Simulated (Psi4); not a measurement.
**wB97X-V/def2-SVP run of C2H2Cl2F2 (1,1-dichloro-2,2-difluoroethane)**

Aim: the vertical singlet–triplet gap of C2H2Cl2F2 (1,1-dichloro-2,2-difluoroethane) at wB97X-V/def2-SVP, from 2 runs. 

The calculation is run with Psi4 1.11.

## 1. The system as given

C2H2Cl2F2: 8 atoms, total charge 0, spin state singlet. SMILES: `FC(F)C(Cl)Cl`. Geometry: relaxed at PBE0-D4/def2-TZVP. This is one conformer, not always the lowest.

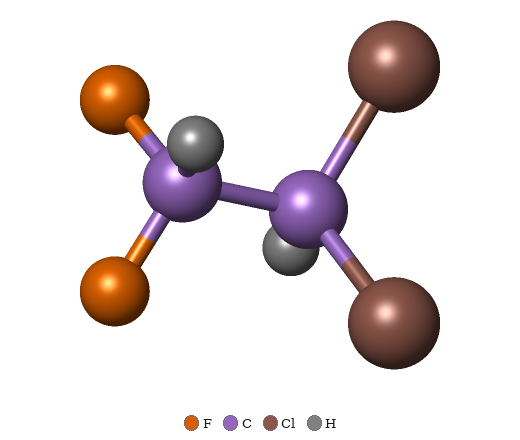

The structure, seen from a chosen angle (fluorine orange, carbon purple, chlorine brown, hydrogen grey).

## 2. A single-point energy at wB97X-V/def2-SVP

File c2h2cl2f2.dat:

```
memory 2.2 GB

molecule {
  0 1
  F      0.77170746    -2.14922332     2.48459301
  C      1.27154002    -0.58857410     0.53345079
  F      2.43128384    -1.96578760    -1.26946132
  C     -1.20880111     0.43578974    -0.51313623
  Cl    -0.58502141     2.35917189    -3.15559696
  Cl    -2.80994716     2.11163666     1.87394691
  H      2.53393376     0.92129818     1.16531851
  H     -2.40471429    -1.12431146    -1.11911471
  units bohr
  symmetry c1
}

set basis def2-SVP
set puream true
set e_convergence 1e-09
set d_convergence 1e-08
set scf_type pk
set dft_radial_points 99
set dft_spherical_points 590

result, w = energy("wb97x-v", return_wfn=True)
```

Run with:

```console
$ psi4 -n 1 c2h2cl2f2.dat c2h2cl2f2.out
```

c2h2cl2f2.out:

```text
[...]
  Running in c1 symmetry.
[...]
  Nuclear repulsion =  380.494885545790055
[...]
  Multiplicity = 1
[...]
  Nalpha       = 33
  Nbeta        = 33
[...]
    Number of basis functions: 102
[...]
   @RKS iter   1: -1196.71636059143407   -1.48206e-01   3.61090e-03 ADIIS/DIIS
[...]
   @RKS iter  11: -1196.76972943644842   -2.27374e-12   5.95806e-09 DIIS
[...]
    Orbital Energies [Eh]
    ---------------------
    Doubly Occupied:
       1A   -101.514227     2A   -101.514184     3A    -24.791016
       4A    -24.790949     5A    -10.468118     6A    -10.417482
       7A     -9.579893     8A     -9.579861     9A     -7.342702
      10A     -7.342684    11A     -7.331252    12A     -7.331239
      13A     -7.331059    14A     -7.331051    15A     -1.391518
      16A     -1.324464    17A     -1.065051    18A     -0.969943
      19A     -0.870841    20A     -0.773554    21A     -0.698995
      22A     -0.680426    23A     -0.659935    24A     -0.596942
      25A     -0.576059    26A     -0.545393    27A     -0.541908
      28A     -0.526298    29A     -0.489277    30A     -0.445302
      31A     -0.444221    32A     -0.419804    33A     -0.419120
[...]
  @RKS Final Energy: -1196.76972943644842
   => Energetics <=
    Nuclear Repulsion Energy =            380.4948855457900549
    One-Electron Energy =               -2409.6799453772418929
    Two-Electron Energy =                 898.0017647133553282
    DFT Exchange-Correlation Energy =     -65.8531093935075376
    Empirical Dispersion Energy =           0.0000000000000000
    VV10 Nonlocal Energy =                  0.2666750751556279
    Total Energy =                      -1196.7697294364481877
[...]
 Multipole Moments:
 ------------------------------------------------------------------------------------
     Multipole            Electronic (a.u.)      Nuclear  (a.u.)        Total (a.u.)
 ------------------------------------------------------------------------------------
 L = 1.  Multiply by 2.5417464519 to convert [e a0] to [Debye]
 Dipole X            :          0.2526103           -0.3050282           -0.0524179
 Dipole Y            :         -0.2457908            0.3418579            0.0960671
 Dipole Z            :          0.1003139           -0.1188945           -0.0185807
 Magnitude           :                                                    0.1110034
[...]
```

Wall time 2.9 min (1 thread of AMD EPYC 7R43 (Zen 3), shared host); peak memory 1 GiB.

## 3. The triplet at the same level

File c2h2cl2f2.py:

```python
import psi4

psi4.set_memory('2200 MB')
psi4.set_num_threads(1)
psi4.core.set_output_file('output.dat', False)

geom = psi4.geometry("""
0 3
F      0.77170746    -2.14922332     2.48459301
C      1.27154002    -0.58857410     0.53345079
F      2.43128384    -1.96578760    -1.26946132
C     -1.20880111     0.43578974    -0.51313623
Cl    -0.58502141     2.35917189    -3.15559696
Cl    -2.80994716     2.11163666     1.87394691
H      2.53393376     0.92129818     1.16531851
H     -2.40471429    -1.12431146    -1.11911471
units bohr
symmetry c1
no_reorient
no_com
""")

psi4.set_options({
    'reference': 'uks',
    'puream': True,
    'e_convergence': 1e-09,
    'd_convergence': 1e-08,
    'scf_type': 'pk',
    'dft_radial_points': 99,
    'dft_spherical_points': 590,
    'maxiter': 100,
})

e = psi4.energy("wb97x-v/def2-SVP", molecule=geom)
print('E =', round(e, 9))
for k, v in sorted(psi4.core.scalar_variables().items()):
    print(f'{k:45s} {v:18.10f}')
```

Run with:

```console
$ python c2h2cl2f2.py
```

output.dat:

```text
[...]
  Running in c1 symmetry.
[...]
  Nuclear repulsion =  380.494885545789998
[...]
  Multiplicity = 3
[...]
  Nalpha       = 34
  Nbeta        = 32
[...]
    Number of basis functions: 102
[...]
   @UKS iter   1: -1196.40688241181601    1.61272e-01   3.66137e-03 DIIS/ADIIS
[...]
   @UKS iter  26: -1196.46739897432485    1.36424e-11   9.55503e-09 DIIS
[...]
   @S^2 Observed:                2.005903250E+00
[...]
    Orbital Energies [Eh]
    ---------------------
    Alpha Occupied:
       1A   -101.521701     2A   -101.521635     3A    -24.779926
       4A    -24.779860     5A    -10.470572     6A    -10.354648
       7A     -9.587024     8A     -9.586962     9A     -7.346580
      10A     -7.346530    11A     -7.345672    12A     -7.345615
      13A     -7.336996    14A     -7.336944    15A     -1.382422
      16A     -1.315504    17A     -1.065166    18A     -0.982511
      19A     -0.872414    20A     -0.771506    21A     -0.693765
      22A     -0.676892    23A     -0.655956    24A     -0.594930
      25A     -0.584525    26A     -0.541593    27A     -0.538261
      28A     -0.519420    29A     -0.489731    30A     -0.471651
      31A     -0.455597    32A     -0.438244    33A     -0.427624
      34A     -0.125363
[...]
  @UKS Final Energy: -1196.46739897432485
   => Energetics <=
    Nuclear Repulsion Energy =            380.4948855457899981
    One-Electron Energy =               -2409.7492594800178267
    Two-Electron Energy =                 898.3770667454658678
    DFT Exchange-Correlation Energy =     -65.8564999708250838
    Empirical Dispersion Energy =           0.0000000000000000
    VV10 Nonlocal Energy =                  0.2664081852619063
    Total Energy =                      -1196.4673989743248512
[...]
 Multipole Moments:
 ------------------------------------------------------------------------------------
     Multipole            Electronic (a.u.)      Nuclear  (a.u.)        Total (a.u.)
 ------------------------------------------------------------------------------------
 L = 1.  Multiply by 2.5417464519 to convert [e a0] to [Debye]
 Dipole X            :         28.2866739          -28.3818911           -0.0952171
 Dipole Y            :        -37.5840605           37.8489276            0.2648671
 Dipole Z            :         10.6548909          -10.6837745           -0.0288836
 Magnitude           :                                                    0.2829402
[...]
```

The script printed:

```text
E = -1196.467398974
CURRENT ENERGY                                  -1196.4673989743
CURRENT REFERENCE ENERGY                        -1196.4673989743
DD SOLVATION ENERGY                                 0.0000000000
DFT FUNCTIONAL TOTAL ENERGY                     -1196.4673989743
DFT TOTAL ENERGY                                -1196.4673989743
DFT VV10 ENERGY                                     0.2664081853
DFT XC ENERGY                                     -65.8564999708
GRID ELECTRONS ALPHA                               34.0000007502
GRID ELECTRONS BETA                                32.0000002642
GRID ELECTRONS TOTAL                               66.0000010144
NUCLEAR REPULSION ENERGY                          380.4948855458
ONE-ELECTRON ENERGY                             -2409.7492594800
PCM POLARIZATION ENERGY                             0.0000000000
PE ENERGY                                           0.0000000000
SCF ITERATION ENERGY                            -1196.4673989743
SCF ITERATIONS                                     26.0000000000
SCF TOTAL ENERGY                                -1196.4673989743
TWO-ELECTRON ENERGY                               898.3770667455
XC GRID RADIAL POINTS                              99.0000000000
XC GRID SPHERICAL POINTS                          590.0000000000
XC GRID TOTAL POINTS                           434281.0000000000
```

Wall time 4.7 min (1 thread of AMD EPYC 7R43 (Zen 3), shared host); peak memory 1 GiB.

## 4. Results

At wB97X-V/def2-SVP:

| quantity | value |
| --- | --- |
| singlet: total energy | -1196.76973 Eh |
| singlet: dipole moment | 0.28 D |
| singlet: HOMO energy | -11.40 eV |
| singlet: LUMO energy | 2.74 eV |
| singlet: HOMO–LUMO gap | 14.14 eV |
| triplet: total energy | -1196.46740 Eh |
| triplet: dipole moment | 0.72 D |
| triplet: HOMO energy (highest over α and β) | -3.41 eV |
| triplet: ⟨S²⟩ | 2.006 |
| vertical energy of the triplet above the singlet | 8.227 eV |

In words: At this shape the triplet lies 8.23 eV (190 kcal/mol) above the singlet.
